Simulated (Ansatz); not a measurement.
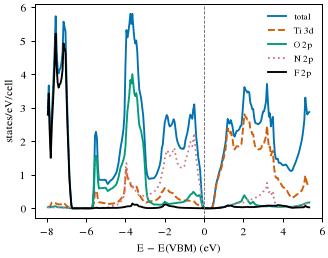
Figure: Total and projected density of states of BaTiNOF in space group Pmmm (No. 47; Pearson symbol oP5), the program Ansatz at the r²SCAN level (PAW)

### Question
Which orbitals carry the states next to the gap?

### Answer
Top 1 eV of the valence band: N 2p 69 %, O 2p 17 %, Ti 3d 8 %. Bottom 1 eV of the conduction band: Ti 3d 91 %. Projections are on Löwdin-orthogonalised atomic valence shells; empty p or d shells of many metals are not among them.

### Question
Where is the tallest occupied peak in this window, and what makes it?

### Answer
Near -3.8 eV, about 5.8 states/eV per cell; the largest projected share is O 2p.

The start of the workflow was typed in or built on a structure type; neither database checked (COD, Materials Project) lists it. Its standing as an ambient phase is unchecked. Symmetry was held in the r²SCAN relaxation; its stability against distortions is not shown here. The workflow began spin-polarised and lost its moments. Scalar-relativistic: spin–orbit coupling is off unless named, which matters more the heavier the elements.

Potentials: the earlier of the program's two PAW sets.
